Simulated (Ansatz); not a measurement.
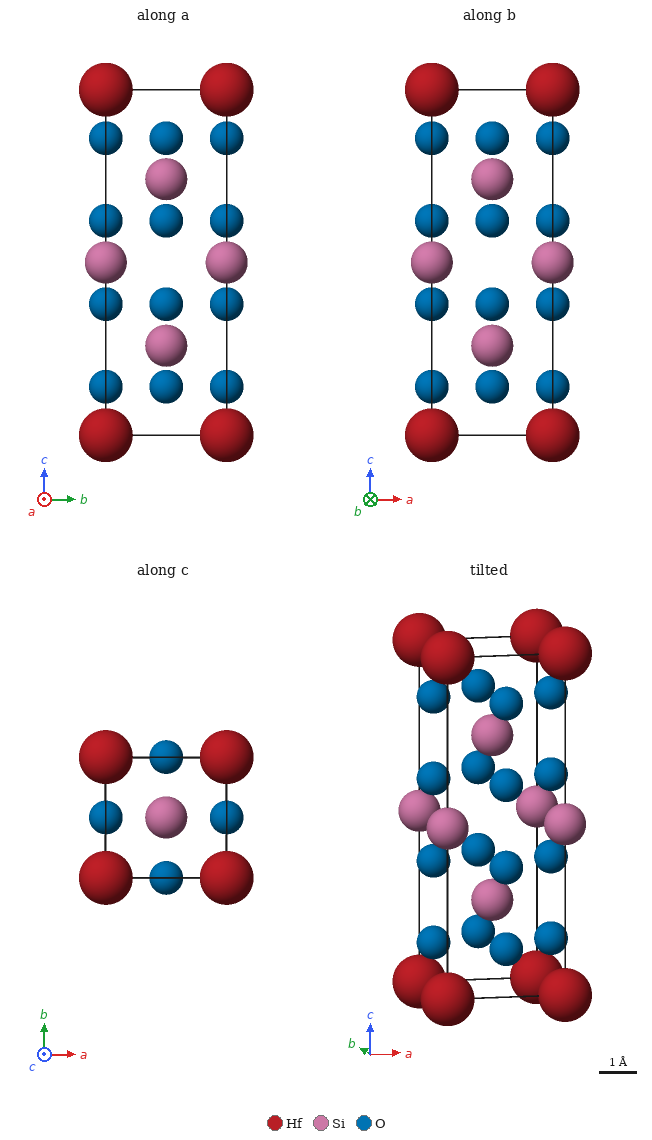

The crystal in a spheres-only representation, seen along the a axis, along the b axis, along the c axis and slightly off an axis. One conventional unit cell is outlined, and atoms on its boundary appear in each equivalent place.

Lattice parameters: a = 3.336 Å, b = 3.336 Å, c = 9.541 Å, α = 90.00°, β = 90.00°, γ = 90.00°.

Q: Convert the drawing into a table of Wyckoff sites, with free fractional coordinates to two decimals.

A: Space group P4/mmm (No. 123).
| atom | site | x | y | z |
| --- | --- | --- | --- | --- |
| Hf | 1a | 0.00 | 0.00 | 0.00 |
| Si | 2h | 0.50 | 0.50 | 0.26 |
| Si | 1b | 0.00 | 0.00 | 0.50 |
| O | 4i | 0.00 | 0.50 | 0.14 |
| O | 4i | 0.50 | 0.00 | 0.38 |

Its origin is a structure type filled with these elements by a generator (whether the compound takes this form wasn't checked). Earlier steps of the study may have refined or changed the cell and positions. It was run through Ansatz as a DFT input.
